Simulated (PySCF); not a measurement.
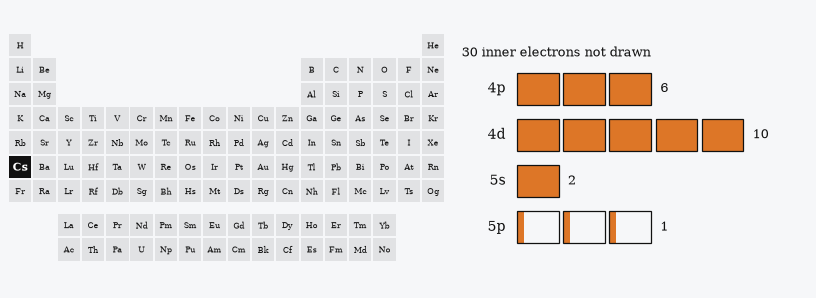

Figure 1. Left, the place of caesium in the periodic table; right, the outer shells of the nominal configuration: a box for each of the 2l + 1 orbitals, shaded by the share of the shell that is filled, with the electron count at the right.

**Cs⁶⁺: atomic calculation**

- system: Cs⁶⁺, configuration 1s2 2s2 2p6 3s2 3p6 3d10 4s2 4p6 4d10 5s2 5p1, multiplicity 2.
- method: unrestricted r2SCAN, jorge-DZP-DKH, spin-free X2C-1e, Gaussian nucleus (PySCF)

## The input
```python
from pyscf import gto, scf, dft, mp, cc
import basis_set_exchange as bse
mol = gto.M(atom="Cs 0 0 0", charge=6, spin=1, symmetry="D2h",
            basis=gto.basis.parse(bse.get_basis("jorge-DZP-DKH", elements=["Cs"], fmt="nwchem", header=False)),
            nucmod="G")
mf = dft.UKS(mol, xc="R2SCAN").sfx2c1e()
mf.irrep_nelec = {'Ag': (9, 9), 'B1g': (2, 2), 'B2g': (2, 2), 'B3g': (2, 2), 'B1u': (3, 3), 'B2u': (4, 3), 'B3u': (3, 3)}
mf.kernel()
```

The script is an equivalent of what the driver set up; the driver started from orbitals of its own, so the log can be shorter than this script's would be, and it computed the properties (radii, ⟨L²⟩, response) afterwards. It held the occupations shell by shell, which the script's counts by irreducible representation don't always enforce.

The run was one of a batch that the task file lists, launched with:
```bash
OMP_NUM_THREADS=1 python <driver script> TASK.json OUT
```

## Output (extracts)
```
damping factor = 0
level_shift factor = 0
DIIS = <class 'pyscf.scf.diis.CDIIS'>
diis_start_cycle = 1
diis_space = 10
diis_damp = 0
SCF conv_tol = 1e-09
SCF conv_tol_grad = None
number electrons alpha = 25  beta = 24
XC functionals = R2SCAN
    J. W. Furness, A. D. Kaplan, J. Ning, J. P. Perdew, and J. Sun.,  J. Phys. Chem. Lett. 11, 8208-8215 (2020)
    J. W. Furness, A. D. Kaplan, J. Ning, J. P. Perdew, and J. Sun.,  J. Phys. Chem. Lett. 11, 9248-9248 (2020)
    J. W. Furness, A. D. Kaplan, J. Ning, J. P. Perdew, and J. Sun.,  J. Phys. Chem. Lett. 11, 8208-8215 (2020)
    J. W. Furness, A. D. Kaplan, J. Ning, J. P. Perdew, and J. Sun.,  J. Phys. Chem. Lett. 11, 9248-9248 (2020)
cycle= 1 E= -7775.15832617507  delta_E= -0.0029  |g|= 0.0173  |ddm|= 0.0836
cycle= 2 E= -7775.15833603617  delta_E= -9.86e-06  |g|= 0.0013  |ddm|= 0.00307
cycle= 3 E= -7775.15833610398  delta_E= -6.78e-08  |g|= 8.13e-05  |ddm|= 0.00038
cycle= 4 E= -7775.15833610432  delta_E= -3.4e-10  |g|= 6.03e-06  |ddm|= 2.05e-05
converged SCF energy = -7775.15833610432  <S^2> = 0.75000593  2S+1 = 2.0000059
```

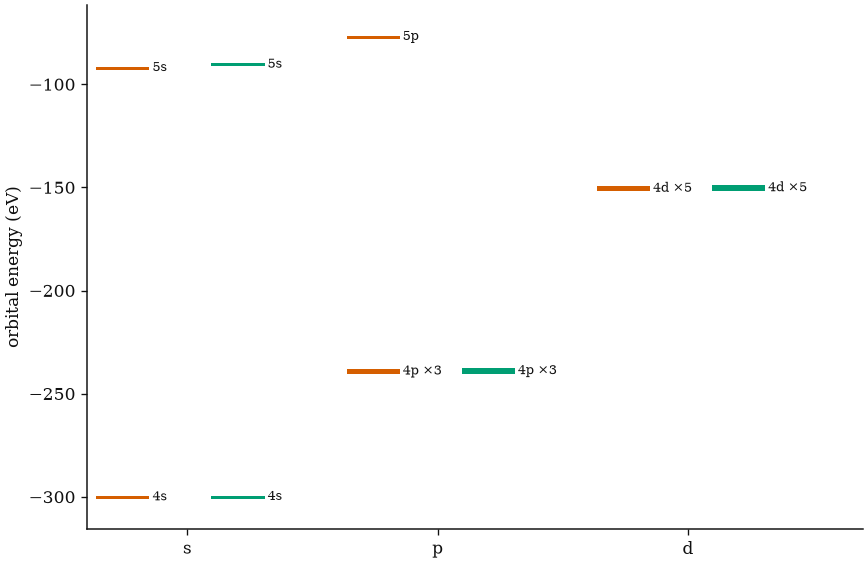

Figure 2. Orbital energies of the mean field, from the top down to −300.1 eV, by angular momentum, α spin at the left of each column and β at the right; ×n counts the orbitals under one label. The highest filled orbital is 5p α at −77.0 eV, the lowest empty one p α at −76.3 eV.

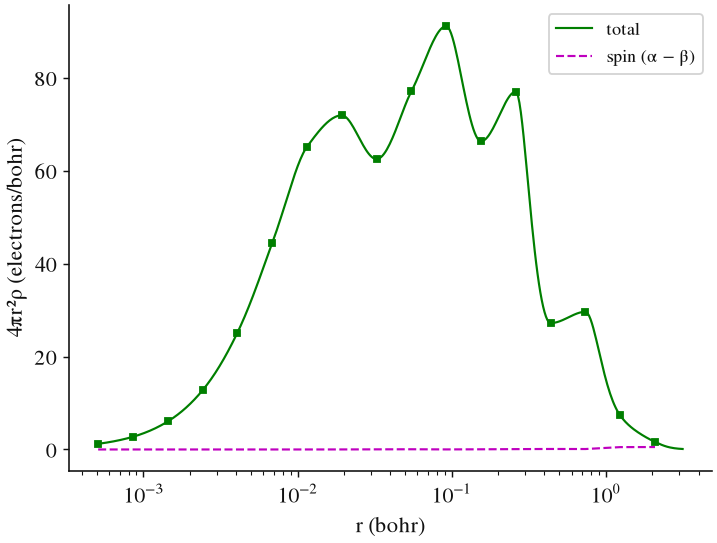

Figure 3. Spherically averaged radial density 4πr²ρ of the mean field and its spin part; markers are the stored points, which are sparse, and the line is a monotone interpolation between them. The largest stored value is 91.1 electrons/bohr at r = 0.092 bohr. Root-mean-square radii of the shells: 3p 0.320, 4s 0.738, 4p 0.785, 4d 0.894, 5p 1.84, 5s 1.87 bohr.

## What the run reported

```tsv
quantity	value
outcome	converged
total energy	−7775.1583 hartree
⟨S²⟩	0.750
⟨L²⟩	2.00
SCF iterations	4
hardware	1 thread of Arm Neoverse V2, 23 GiB of memory available, shared host
wall time	0.77 s
```

## What is odd here

This input holds a deliberate oddity: basis of the neutral atom used for a highly charged ion. The program ran to the end. Its numbers are those of this setting; this run alone doesn't show how far the oddity moves them. Radii and densities are those of the two-component orbitals, without the picture-change correction, so the innermost s shells come out slightly too small (about 1 % for 1s near Z = 40, more for heavier atoms).
